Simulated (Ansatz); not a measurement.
```yaml
atoms:
  - { symbol: Br, position_ang: [-2.4870, -0.2882, 0.5423] }
  - { symbol: F, position_ang: [-0.0094, 1.2545, -0.5017] }
  - { symbol: In, position_ang: [0.0869, -2.0146, 2.3449] }
  - { symbol: O, position_ang: [0.5174, -1.2047, 0.4374] }
  - { symbol: Si, position_ang: [-0.4527, -0.3001, -0.4587] }
  - { symbol: H, position_ang: [-0.6565, -0.7343, -1.8566] }
```

Geometry: PBE0-D3(BJ)/def2-SVP; core potentials replace the inner electrons of In.

The calculation used isolated molecule in a Gaussian basis; Kohn-Sham density functional theory, functional PBE0 in Ansatz.

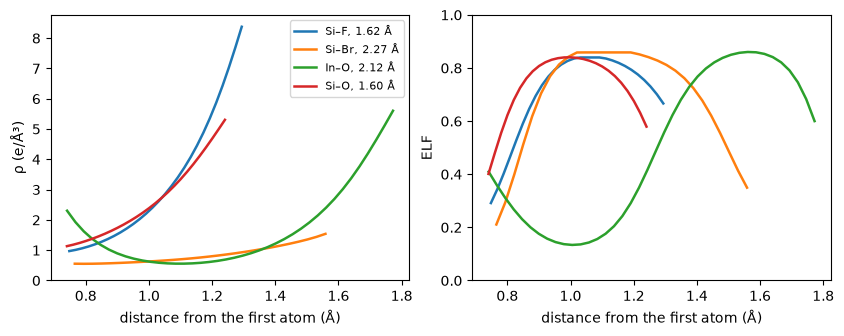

BrFHInOSi. Electron density and ELF along straight lines between neighbouring atoms. The curves leave out the atomic cores.

Q: What can be read from the curves?

A: Si–F (1.62 Å): the density is about 1.1 e/Å³ at the midpoint; the ELF peaks at about 0.85 in the valence shell of F, 0.6 Å from its nucleus, and is about 0.45 at the midpoint.
Si–Br (2.27 Å): ρ is about 0.73 e/Å³ halfway, with its minimum of 0.55 e/Å³ about 0.8 Å from Si; the ELF peaks at about 0.85 between the atoms: a shared but strongly polarised pair.
In–O (2.12 Å): ρ is about 0.57 e/Å³ halfway; the ELF peaks at about 0.85 in the valence shell of O, 0.6 Å from its nucleus, and drops to about 0.15 between the two atoms.
Si–O (1.60 Å): the density is about 1.3 e/Å³ at the midpoint; the ELF peaks at about 0.85 between the atoms: a short, strongly polar bond.
